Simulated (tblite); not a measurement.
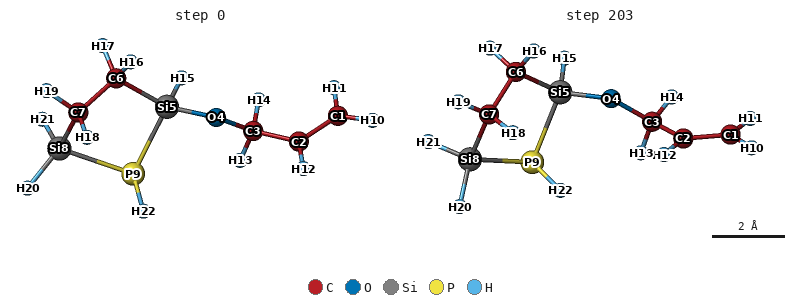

The structure of C5H13OPSi2 before (left) and after (right) a relaxation, at one scale.

A ball-and-stick model, seen at a tilt.

These are results of GFN2-xTB geometry optimisation, gas phase (tblite 0.8.0), not measurements. 

What changed between the two?

The energy falls by 94.3 kJ/mol in 203 geometry steps. The largest move after the best rigid fit is that of H10, 1.27 Å. By element the largest moves are H 1.27 Å, O 0.88 Å, C 0.72 Å, Si 0.70 Å, P 0.65 Å. Some distances before and after: Si5–C6 1.822 → 1.906 Å, P9–H22 1.461 → 1.382 Å, C6–C7 1.471 → 1.528 Å, O4–Si5 1.678 → 1.622 Å. Among the angles between lasting bonds that change: C3–O4–Si5 108.2° → 126.1°, O4–Si5–C6 117.6° → 105.6°, Si5–P9–H22 105.8° → 94.5°. Groups turn about O4–Si5 by about 25°. The run took 2 s on 1 thread of Arm Neoverse V2 (shared host).
